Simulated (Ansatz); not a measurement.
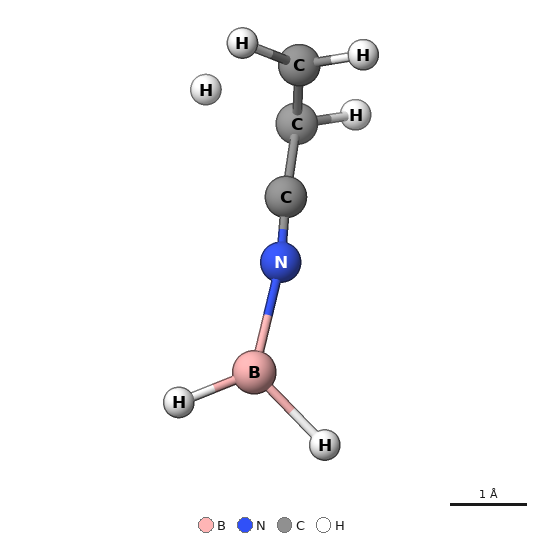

The structure as it stands in the input.

Ansatz 0.2.0 input:

```yaml
crystal:
  periodic: [false, false, false]
  atoms:
    - {symbol: B, position_ang: [-0.921155, 1.912201, -1.263585]}
    - {symbol: N, position_ang: [-0.272599, 0.799811, -0.343325]}
    - {symbol: C, position_ang: [0.123061, 0.091059, -0.022141]}
    - {symbol: C, position_ang: [0.093350, -0.783887, 1.130798]}
    - {symbol: C, position_ang: [1.082938, -1.292154, 0.447941]}
    - {symbol: H, position_ang: [-1.668797, 1.758589, -2.043171]}
    - {symbol: H, position_ang: [-0.758918, 3.209356, -0.983887]}
    - {symbol: H, position_ang: [-0.915110, -1.879302, 1.207618]}
    - {symbol: H, position_ang: [0.219128, -0.580162, 2.225751]}
    - {symbol: H, position_ang: [2.024219, -0.903751, 0.474004]}
    - {symbol: H, position_ang: [1.240880, -1.815042, -0.644665]}
basis:
  gaussian: {orbitals: "6-31G*", point_charges: [{charge: -1.00, position_ang: [5.202, -0.395, -0.488]}]}
total_charge: 1
magnetization: {spin_polarized: true, initial_magnetization: 1}
hamiltonian: {xc: {name: r2SCANh}, dispersion: d3bjatm}
```

It was started with:

```sh
ansatz run in.yaml --threads 2 --pin off --events-out ev --progress --plain --max-ram 4352MiB
```

Result:

```
Functional definition: r2SCANh
  name "r2SCANh"
  cite "Bursch, Neugebauer, Ehlert & Grimme, J. Chem. Phys. 156, 134105 (2022) doi:10.1063/5.0086040"
  cite "Furness, Kaplan, Ning, Perdew & Sun, J. Phys. Chem. Lett. 11, 8208 (2020) doi:10.1021/acs.jpclett.0c02405"
  cite "Furness, Kaplan, Ning, Perdew & Sun, J. Phys. Chem. Lett. 11, 9248 (2020) doi:10.1021/acs.jpclett.0c03077"
  parent r2scan
  parameter a = 0.1
  parameter k0 = 0.174
  parameter k1 = 0.065
  parameter a1 = 4.9479
  exchange = (1 - a)*r2scan_x(k0 = k0, k1 = k1, a1 = a1) + a*exact_x
  correlation = r2scan_c
896 factors; integrals over basis functions are off by at most 8.4e-4 eV
mean field evaluation 1: about -5333.1630 eV, gradient 5.7e1 eV
mean field evaluation 2: about -5312.0709 eV, gradient 8.3e1 eV
mean field evaluation 4: about -5348.1571 eV, gradient 7.3e0 eV
mean field evaluation 8: about -5348.5708 eV, gradient 6.6e-1 eV
mean field evaluation 16: about -5348.5743 eV, gradient 5.2e-3 eV
mean field -5348.57425293 eV, -196.5564784013 hartree, gradient 4.5e-5 eV, S^2 0.759613; 0 other end points of the search recorded, 0 dependent functions left out
reference -5348.57426062 eV, -196.5564786838 hartree; 18, 17 occupied and 69, 70 virtual orbitals, 896 factors
Total energy: -5348.63356207 eV, -196.5586579720 hartree
```

Self-consistency was reached.
